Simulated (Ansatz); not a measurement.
**Run report: AlBH6O, nudged elastic band**

System: AlBH6O.
Method: RKS PBE-D4/def2-SVP (Ansatz 0.2.0).

It belongs to a series of runs on one base structure; here: band between the two ends. Figures and captions count atoms from 1; the log counts them from 0 in places.

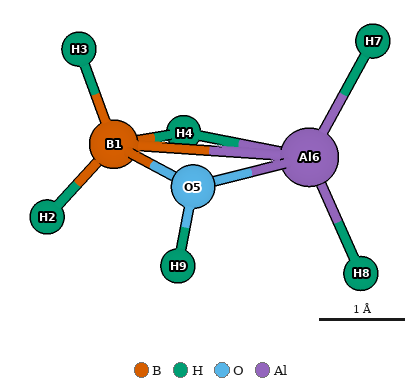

Fig. 1: The structure as given in the input (ball-and-stick view, seen at a tilt; atoms are numbered from 1 in the order of the input). Sticks mark near contacts. Bond lengths as drawn: Al–B 2.32 Å, Al–H 1.59 to 1.78 Å, Al–O 1.88 Å, B–H 1.22 to 1.33 Å, B–O 1.56 Å and H–O 0.97 Å.

### Key numbers

| quantity | value |
| --- | --- |
| outcome | converged |
| barrier, forward | 1.111 eV |
| barrier, backward | 0.845 eV |
| hardware | 1 thread of Intel Xeon @ 2.50GHz (Skylake/Cascade Lake), 32 GiB of memory available, shared host |
| wall time | 6 min |
| peak memory | 0.16 GiB |

### Remarks

The order of the saddle point was not checked.

### The input
```yaml
crystal:
  periodic: [false, false, false]
  atoms:
    - { symbol: B, position_ang: [0.165095, -0.425388, 0.140385] }
    - { symbol: H, position_ang: [-0.410327, 0.532196, 0.629025] }
    - { symbol: H, position_ang: [1.268987, -0.271369, -0.350255] }
    - { symbol: H, position_ang: [-0.622456, -0.787804, -0.871765] }
    - { symbol: O, position_ang: [0.143736, -1.673028, 1.07993] }
    - { symbol: Al, position_ang: [-0.797269, -2.476565, -0.338489] }
    - { symbol: H, position_ang: [0.10653, -3.419843, -1.23708] }
    - { symbol: H, position_ang: [-2.324797, -2.669094, 0.065125] }
    - { symbol: H, position_ang: [-0.3682, -1.479705, 1.885824] }
basis:
  gaussian: { orbitals: def2-SVP }
hamiltonian:
  xc: pbe
  dispersion: d4
neb:
  order_check: false
  images: 4
  f_tol: 0.05
  max_iterations: 60
  climbing: false
  final_atoms:
    - { symbol: B, position_ang: [0.06148043, -0.32226146, -0.59189241] }
    - { symbol: H, position_ang: [0.05445801, 0.06320638, 2.33338227] }
    - { symbol: H, position_ang: [1.22344996, -0.11110727, -0.91524465] }
    - { symbol: H, position_ang: [-0.67664351, 0.59437537, -0.25219177] }
    - { symbol: O, position_ang: [-0.41476172, -1.57839208, -0.61584504] }
    - { symbol: Al, position_ang: [-1.01355443, -3.1929211, -0.59026445] }
    - { symbol: H, position_ang: [-0.82836873, -3.99500359, 0.76890261] }
    - { symbol: H, position_ang: [-1.69213707, -3.71672935, -1.92787479] }
    - { symbol: H, position_ang: [0.44737606, -0.4117669, 2.79372823] }
  initial_path:
    images:
      - { positions_ang: [[0.165095, -0.425388, 0.140385], [-0.410327, 0.532196, 0.629025], [1.268987, -0.271369, -0.350255], [-0.622456, -0.787804, -0.871765], [0.143736, -1.673028, 1.07993], [-0.797269, -2.476565, -0.338489], [0.10653, -3.419843, -1.23708], [-2.324797, -2.669094, 0.065125], [-0.3682, -1.479705, 1.885824]] }
      - { positions_ang: [[0.11665469, -0.25858159, 0.09723056], [-0.24995794, 0.30712485, 1.00598061], [1.19902424, -0.17480798, -0.42087062], [-0.75940524, -0.46055944, -0.76200694], [0.10629911, -1.65923429, 0.86750656], [-0.78924119, -2.67653516, -0.31673821], [0.03954924, -3.79270982, -0.92338513], [-2.28223859, -2.71083741, -0.2991111], [-0.21938531, -1.24445916, 1.75409426]] }
      - { positions_ang: [[0.06821438, -0.09177519, 0.05407612], [-0.08958888, 0.08205371, 1.38293622], [1.12906148, -0.07824696, -0.49148623], [-0.89635449, -0.13331488, -0.65224888], [0.06886222, -1.64544059, 0.65508313], [-0.78121337, -2.87650531, -0.29498742], [-0.02743153, -4.16557664, -0.60969026], [-2.23968018, -2.75258082, -0.6633472], [-0.07057062, -1.00921332, 1.62236452]] }
      - { positions_ang: [[0.04749146, -0.07114988, -0.09237936], [0.00336812, -0.01174422, 1.72380767], [1.11995407, -0.04619461, -0.60448416], [-0.90719199, 0.14312099, -0.52833423], [-0.04283732, -1.6265134, 0.31592812], [-0.82447046, -3.01977653, -0.34534251], [-0.21441127, -4.28060875, -0.20849374], [-2.1131482, -2.96210789, -1.06194716], [0.09254459, -0.7956257, 1.80394536]] }
      - { positions_ang: [[0.05448595, -0.19670567, -0.34213589], [0.02891306, 0.02573108, 2.02859497], [1.17170202, -0.07865094, -0.7598644], [-0.79191775, 0.36874818, -0.390263], [-0.22879952, -1.60245274, -0.14995846], [-0.91901245, -3.10634881, -0.46780348], [-0.52139, -4.13780617, 0.28020444], [-1.90264263, -3.33941862, -1.49491097], [0.26996033, -0.6036963, 2.29883679]] }
      - { positions_ang: [[0.06148043, -0.32226146, -0.59189241], [0.05445801, 0.06320638, 2.33338227], [1.22344996, -0.11110727, -0.91524465], [-0.67664351, 0.59437537, -0.25219177], [-0.41476172, -1.57839208, -0.61584504], [-1.01355443, -3.1929211, -0.59026445], [-0.82836873, -3.99500359, 0.76890261], [-1.69213707, -3.71672935, -1.92787479], [0.44737606, -0.4117669, 2.79372823]] }
```

Command:
```bash
ansatz run input.yaml --threads 1 --pin off --max-ram 2048MiB --backend cpu --events-out ev --progress --plain --runs-dir out
```

### The program's output
```
Engine: ansatz 0.2.0, x86_64-unknown-linux-gnu
Functional definition: PBE
  parameter kappa = 0.804
  parameter beta = 0.06672455060314922
  exchange = pbe_x(kappa = kappa, mu = beta*pi^2/3)
  correlation = pbe_c(beta = beta)
838 factors; their error is unknown
mean field evaluation 1: about -9402.0937 eV, gradient 4.7e1 eV
mean field evaluation 2: about -9389.9554 eV, gradient 9.2e1 eV
mean field evaluation 4: about -9407.2417 eV, gradient 4.2e0 eV
mean field evaluation 8: about -9407.2633 eV, gradient 3.1e-2 eV
mean field -9407.26334450 eV, -345.7105514382 hartree, gradient 3.4e-5 eV, S^2 0.000000; 0 other end points of the search recorded, 0 dependent functions left out
the calculation of the forces begins
reference -9407.26338476 eV, -345.7105529178 hartree; 16, 16 occupied and 60, 60 virtual orbitals, 838 factors
838 factors; their error is unknown
mean field evaluation 16: about -9348.6776 eV, gradient 1.5e2 eV
mean field -9407.01969766 eV, -345.7015975820 hartree, gradient 1.5e-5 eV, S^2 0.000000; 0 other end points of the search recorded, 0 dependent functions left out
[... from here on the field's lines of each further geometry are left out, up to the last ...]
NEB iter   1: max|band force component| = 7.920e0 eV/Å  barrier→ = 3.5430 eV  barrier← = 3.2763 eV  Δτ_max = 0.2000 Å  (145 SCF iters)
NEB iter   2: max|band force component| = 5.133e0 eV/Å  barrier→ = 1.5745 eV  barrier← = 1.3079 eV  Δτ_max = 0.1997 Å  (116 SCF iters)
NEB iter   3: max|band force component| = 1.040e0 eV/Å  barrier→ = 1.5113 eV  barrier← = 1.2447 eV  Δτ_max = 0.0982 Å  (114 SCF iters)
NEB iter   4: max|band force component| = 6.372e-1 eV/Å  barrier→ = 1.4422 eV  barrier← = 1.1755 eV  Δτ_max = 0.2000 Å  (106 SCF iters)
NEB iter   5: max|band force component| = 2.405e0 eV/Å  barrier→ = 1.3427 eV  barrier← = 1.0761 eV  Δτ_max = 0.0985 Å  (110 SCF iters)
NEB iter   6: max|band force component| = 4.086e-1 eV/Å  barrier→ = 1.2140 eV  barrier← = 0.9473 eV  Δτ_max = 0.1965 Å  (107 SCF iters)
NEB iter   7: max|band force component| = 6.230e-1 eV/Å  barrier→ = 1.1059 eV  barrier← = 0.8392 eV  Δτ_max = 0.0984 Å  (103 SCF iters)
NEB iter   8: max|band force component| = 3.189e-1 eV/Å  barrier→ = 1.0248 eV  barrier← = 0.7581 eV  Δτ_max = 0.0996 Å  (106 SCF iters)
NEB iter   9: max|band force component| = 6.253e-1 eV/Å  barrier→ = 0.9778 eV  barrier← = 0.7112 eV  Δτ_max = 0.0500 Å  (104 SCF iters)
NEB iter  10: max|band force component| = 2.665e-1 eV/Å  barrier→ = 0.9816 eV  barrier← = 0.7150 eV  Δτ_max = 0.0971 Å  (103 SCF iters)
NEB iter  11: max|band force component| = 3.695e-1 eV/Å  barrier→ = 0.9945 eV  barrier← = 0.7278 eV  Δτ_max = 0.0493 Å  (105 SCF iters)
NEB iter  12: max|band force component| = 2.897e-1 eV/Å  barrier→ = 0.9996 eV  barrier← = 0.7330 eV  Δτ_max = 0.0502 Å  (105 SCF iters)
NEB iter  13: max|band force component| = 2.313e-1 eV/Å  barrier→ = 1.0021 eV  barrier← = 0.7355 eV  Δτ_max = 0.0501 Å  (106 SCF iters)
NEB iter  14: max|band force component| = 3.314e-1 eV/Å  barrier→ = 1.0221 eV  barrier← = 0.7554 eV  Δτ_max = 0.0250 Å  (105 SCF iters)
NEB iter  15: max|band force component| = 2.145e-1 eV/Å  barrier→ = 1.0192 eV  barrier← = 0.7525 eV  Δτ_max = 0.0499 Å  (107 SCF iters)
NEB iter  16: max|band force component| = 1.930e-1 eV/Å  barrier→ = 1.0406 eV  barrier← = 0.7739 eV  Δτ_max = 0.1001 Å  (105 SCF iters)
NEB iter  17: max|band force component| = 2.009e-1 eV/Å  barrier→ = 1.0792 eV  barrier← = 0.8126 eV  Δτ_max = 0.1003 Å  (105 SCF iters)
NEB iter  18: max|band force component| = 1.720e-1 eV/Å  barrier→ = 1.1229 eV  barrier← = 0.8562 eV  Δτ_max = 0.1000 Å  (107 SCF iters)
NEB iter  19: max|band force component| = 1.826e-1 eV/Å  barrier→ = 1.1289 eV  barrier← = 0.8622 eV  Δτ_max = 0.0500 Å  (103 SCF iters)
NEB iter  20: max|band force component| = 1.318e-1 eV/Å  barrier→ = 1.1260 eV  barrier← = 0.8593 eV  Δτ_max = 0.0504 Å  (105 SCF iters)
NEB iter  21: max|band force component| = 2.058e-1 eV/Å  barrier→ = 1.1319 eV  barrier← = 0.8652 eV  Δτ_max = 0.0250 Å  (104 SCF iters)
NEB iter  22: max|band force component| = 9.739e-2 eV/Å  barrier→ = 1.1677 eV  barrier← = 0.9010 eV  Δτ_max = 0.0125 Å  (109 SCF iters)
NEB iter  23: max|band force component| = 5.098e-2 eV/Å  barrier→ = 1.1661 eV  barrier← = 0.8994 eV  Δτ_max = 0.0125 Å  (109 SCF iters)
NEB iter  24: max|band force component| = 5.032e-2 eV/Å  barrier→ = 1.1646 eV  barrier← = 0.8979 eV  Δτ_max = 0.0125 Å  (94 SCF iters)
NEB iter  25: max|band force component| = 5.266e-2 eV/Å  barrier→ = 1.1589 eV  barrier← = 0.8922 eV  Δτ_max = 0.0250 Å  (108 SCF iters)
NEB iter  26: max|band force component| = 5.522e-2 eV/Å  barrier→ = 1.1470 eV  barrier← = 0.8803 eV  Δτ_max = 0.0250 Å  (108 SCF iters)
NEB iter  27: max|band force component| = 5.927e-2 eV/Å  barrier→ = 1.1266 eV  barrier← = 0.8599 eV  Δτ_max = 0.0125 Å  (108 SCF iters)
the calculation of the forces begins
reference -9406.88928257 eV, -345.6968049157 hartree; 16, 16 occupied and 60, 60 virtual orbitals, 838 factors
838 factors; their error is unknown
mean field evaluation 928: about -9406.1539 eV, gradient 2.7e-5 eV
mean field -9406.15386714 eV, -345.6697788974 hartree, gradient 9.9e-6 eV, S^2 0.000000; 1 other end points of the search recorded, 0 dependent functions left out
the calculation of the forces begins
reference -9406.15390772 eV, -345.6697803885 hartree; 16, 16 occupied and 60, 60 virtual orbitals, 838 factors
NEB iter  28: max|band force component| = 3.479e-2 eV/Å  barrier→ = 1.1113 eV  barrier← = 0.8446 eV  Δτ_max = 0.0000 Å  (198 SCF iters)
```

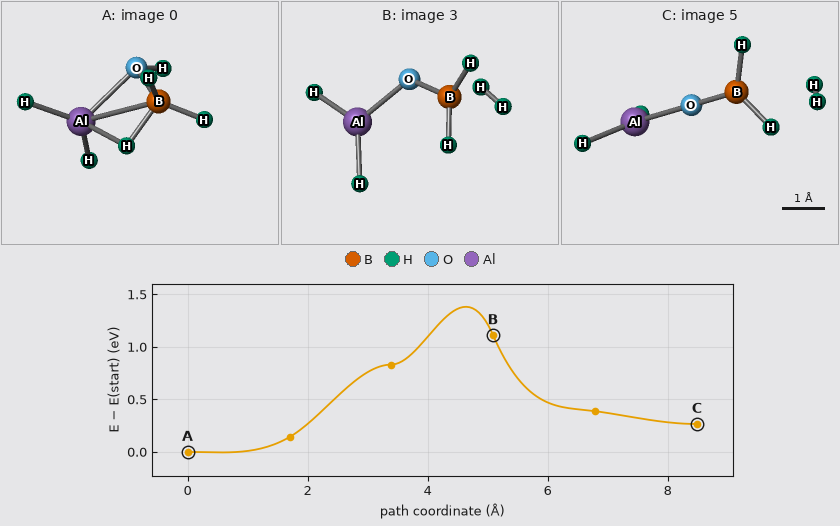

Fig. 2: Images of the last band (counted from 0; ball-and-stick, seen at a tilt) above the energy along the path; the line is a cubic interpolation that uses the forces. The highest image is number 3, 1.111 eV above the start and 0.845 eV above the end; the end lies 0.267 eV above the start. The path is 8.49 Å long. The band converged in 28 iterations.

```
Total energy: -9406.28279113 eV, -345.6745167664 hartree
Atom 0 at     0.114815    -0.449434    -0.027817 Å, force     0.172366    -0.333531    -0.315267 eV/Å
Atom 1 at    -0.239857     0.090308     1.422395 Å, force     0.205550    -0.344363     0.440546 eV/Å
Atom 2 at     1.068841     0.293774    -0.183903 Å, force     0.098313    -0.021537    -0.086064 eV/Å
Atom 3 at    -0.972620    -0.094278    -0.486484 Å, force     0.014617     0.129764     0.200623 eV/Å
Atom 4 at     0.344899    -1.841509     0.164965 Å, force     0.201075    -0.138360    -0.602334 eV/Å
Atom 5 at    -0.806838    -3.029999    -0.323862 Å, force    -0.014244    -0.175488    -0.146188 eV/Å
Atom 6 at    -0.295897    -4.518776    -0.143871 Å, force    -0.095971    -0.147733    -0.007246 eV/Å
Atom 7 at    -2.191078    -2.474671    -0.890808 Å, force    -0.052310    -0.159031    -0.011228 eV/Å
Atom 8 at     0.139034    -0.646015     1.472084 Å, force    -0.529396     1.190278     0.527158 eV/Å
Dipole moment:    -0.187240    -0.042129     0.256374 e Å
this run last wrote the band of iteration 28 to [file]
```

### The last band as extended XYZ (Å, eV, eV/Å)
```
9
Properties=species:S:1:pos:R:3:forces:R:3 image=0 energy=-9407.39402
B     0.1651   -0.4254    0.1404    0.0003   0.0100  -0.0085
H    -0.4103    0.5322    0.6290   -0.0024  -0.0073  -0.0032
H     1.2690   -0.2714   -0.3503   -0.0013   0.0016   0.0139
H    -0.6225   -0.7878   -0.8718    0.0019  -0.0145   0.0125
O     0.1437   -1.6730    1.0799    0.0119  -0.0015   0.0012
Al   -0.7973   -2.4766   -0.3385   -0.0035   0.0004  -0.0274
H     0.1065   -3.4198   -1.2371    0.0064  -0.0030  -0.0031
H    -2.3248   -2.6691    0.0651   -0.0207   0.0004   0.0050
H    -0.3682   -1.4797    1.8858    0.0074   0.0140   0.0095
9
Properties=species:S:1:pos:R:3:forces:R:3 image=1 energy=-9407.25161
B     0.0117   -0.3261    0.2096    0.0091  -0.0674   0.0186
H    -0.6422    0.6118    0.6315   -0.0724   0.0159  -0.1402
H     1.1772   -0.1157   -0.0885    0.0148  -0.0827   0.0394
H    -0.5962   -0.7293   -0.8885    0.1114  -0.1927  -0.0523
O    -0.1601   -1.5673    1.1530   -0.0484   0.0104   0.1395
Al   -0.9059   -2.4542   -0.3119   -0.0117   0.1358  -0.0211
H     0.0346   -3.7256   -0.5548    0.1045   0.1848  -0.1955
H    -2.4625   -2.4668   -0.6019   -0.1047   0.0118   0.1585
H     0.7047   -1.8974    1.4542   -0.0026  -0.0159   0.0531
9
Properties=species:S:1:pos:R:3:forces:R:3 image=2 energy=-9406.56151
B    -0.0620   -0.0704    0.1990   -0.0064  -0.0226  -0.0004
H    -0.4022    0.5134    1.2236    0.0004   0.0045  -0.0035
H     1.0507    0.2312   -0.2279    0.0005  -0.0019  -0.0003
H    -0.9326   -0.1062   -0.6755    0.0012   0.0046  -0.0028
O     0.0560   -1.6680    0.6075    0.0105   0.0028   0.0168
Al   -0.8907   -2.8958   -0.2531    0.0118   0.0097  -0.0276
H    -0.2919   -4.3485    0.0004   -0.0041   0.0007   0.0001
H    -2.1712   -2.4799   -1.0741   -0.0083  -0.0038   0.0133
H     0.8051   -1.8464    1.2030   -0.0057   0.0060   0.0044
9
Properties=species:S:1:pos:R:3:forces:R:3 image=3 energy=-9406.28275
B     0.1148   -0.4494   -0.0278    0.1724  -0.3335  -0.3153
H    -0.2399    0.0903    1.4224    0.2056  -0.3444   0.4405
H     1.0688    0.2938   -0.1839    0.0983  -0.0215  -0.0861
H    -0.9726   -0.0943   -0.4865    0.0146   0.1298   0.2006
O     0.3449   -1.8415    0.1650    0.2011  -0.1384  -0.6023
Al   -0.8068   -3.0300   -0.3239   -0.0142  -0.1755  -0.1462
H    -0.2959   -4.5188   -0.1439   -0.0960  -0.1477  -0.0072
H    -2.1911   -2.4747   -0.8908   -0.0523  -0.1590  -0.0112
H     0.1390   -0.6460    1.4721   -0.5294   1.1903   0.5272
9
Properties=species:S:1:pos:R:3:forces:R:3 image=4 energy=-9407.00479
B     0.1543   -0.4389   -0.4119   -0.0014   0.0020  -0.0214
H    -0.1790    0.2243    2.0965    0.0035   0.0071   0.0357
H     1.2447    0.1063   -0.5125    0.0065  -0.0091  -0.0181
H    -0.8768    0.2264   -0.3783    0.0036   0.0173   0.0095
O     0.0970   -1.7903   -0.3681   -0.0084   0.0094  -0.0268
Al   -0.9391   -3.1750   -0.5112   -0.0074  -0.0135  -0.0144
H    -0.4612   -4.4783    0.2602   -0.0034   0.0024   0.0173
H    -2.2369   -3.0419   -1.4226   -0.0033  -0.0323  -0.0263
H     0.3582   -0.3033    2.2508    0.0102   0.0168   0.0445
9
Properties=species:S:1:pos:R:3:forces:R:3 image=5 energy=-9407.12735
B     0.0615   -0.3223   -0.5919   -0.0002  -0.0112   0.0010
H     0.0545    0.0632    2.3334    0.0116  -0.0127   0.0135
H     1.2234   -0.1111   -0.9152   -0.0018  -0.0001  -0.0001
H    -0.6766    0.5944   -0.2522   -0.0027   0.0040  -0.0013
O    -0.4148   -1.5784   -0.6158    0.0058   0.0093   0.0028
Al   -1.0136   -3.1929   -0.5903   -0.0048  -0.0023   0.0009
H    -0.8284   -3.9950    0.7689    0.0002  -0.0001  -0.0026
H    -1.6921   -3.7167   -1.9279    0.0025   0.0003   0.0004
H     0.4474   -0.4118    2.7937   -0.0107   0.0129  -0.0146
```
